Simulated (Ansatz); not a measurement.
Ligand exchange: GeH3(CH3) + C2H9BN2 → GeH3(NH2) + C3H10BN

Species: GeH3(CH3), singlet; C2H9BN2 `CN(C)BN`, singlet; GeH3(NH2), singlet; C3H10BN `CBN(C)C`, singlet. The partners trade CH3 for NH2: Ge–CH3 and B–NH2 bonds give way to Ge–NH2 and B–CH3.

Shapes, held fixed at every level: PBE0-D4/def2-TZVP. Flexible molecules stand in one conformer, not always the lowest. Programs: Ansatz 0.2.0. The zero-point and thermal change to 298 K, harmonic and unscaled (PBE0-D4/def2-TZVP), is -1.6 kJ/mol.

| level | kind | ΔH(298 K) (kJ/mol) | less CCSD(T)/def2-TZVPP |
| --- | --- | --- | --- |
| r2SCAN-D4/def2-TZVPP | meta-GGA | +77.8 | +4.2 |
| B3LYP-D4/def2-TZVPP | global hybrid | +77.8 | +4.2 |
| BHLYP-D4/def2-TZVPP | global hybrid | +78.8 | +5.2 |
| r2SCAN0-D4/def2-TZVPP | global hybrid | +79.2 | +5.6 |
| wB97M-V/def2-TZVPP | range-separated hybrid | +77.0 | +3.4 |
| wB97X-V/def2-TZVPP | range-separated hybrid | +75.2 | +1.6 |
| CCSD/def2-SVP | coupled cluster or CI | +78.2 | +4.6 |
| CCSD(T)/def2-TZVPP | coupled cluster or CI | +73.6 | 0.0 |

The highest level, CCSD(T)/def2-TZVPP, gives ΔH(298 K) = +73.6 kJ/mol; the levels span +73.6 to +79.2. The column of differences is taken from that level and isn't an error. No measured value is set beside it here. Relativity is left out for Ge. Outer-core shells of Ge are correlated in most correlated rows, in sets that cover them unevenly.

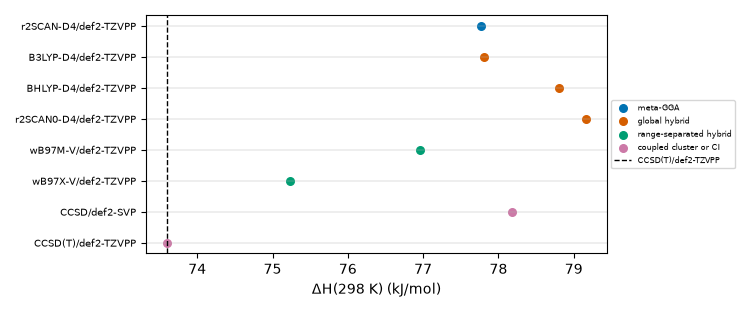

The values of the table, level by level.
